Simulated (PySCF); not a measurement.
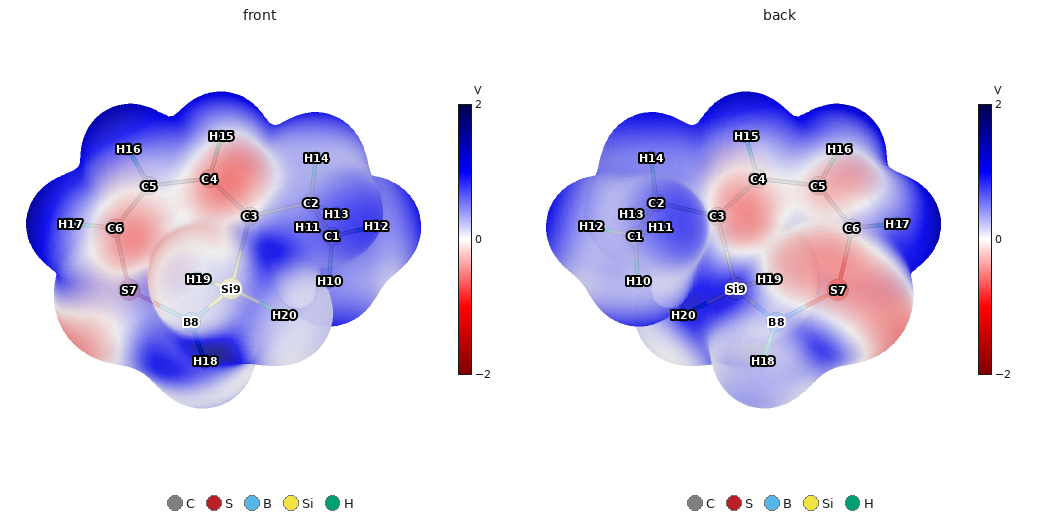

Figure. C₆H₁₁BSSi (SMILES CCC1=CC=CSB[SiH2]1). The molecular electrostatic potential painted on the density surface at 0.004 e/bohr³, seen from the front and from behind; red is negative and blue positive.

Geometry: GFN2-xTB.

The calculation used PBE0/pcSseg-1, SCF density, gas phase, non-relativistic in PySCF 2.14.0.

```xyz
20

C    -2.3384   -0.0421   -0.9987
C    -1.7466   -0.9164    0.1066
C    -0.3245   -0.5253    0.3760
C     0.6831   -1.3172   -0.0058
C     2.1033   -1.0723    0.1340
C     2.8324    0.0136   -0.1376
S     2.3717    1.5355   -0.9189
B     0.8806    2.1342   -0.2150
Si    0.0203    1.1359    1.2237
H    -2.3291    1.0041   -0.6998
H    -1.7563   -0.1435   -1.9129
H    -3.3650   -0.3355   -1.2072
H    -2.3377   -0.7871    1.0161
H    -1.8047   -1.9666   -0.1935
H     0.4595   -2.3020   -0.4121
H     2.6676   -1.9449    0.4532
H     3.9070   -0.0297   -0.0317
H     0.4816    3.1028   -0.7404
H     0.8505    0.8354    2.4074
H    -1.2603    1.6317    1.7536
```

> Where is the surface potential most negative and most positive?

The most negative region (about −0.5 V) lies over the C and S atoms, the most positive (about +1.5 V) over Si9 and H17.

> How polar is the molecule by this calculation?

Its dipole moment is 1.49 D.
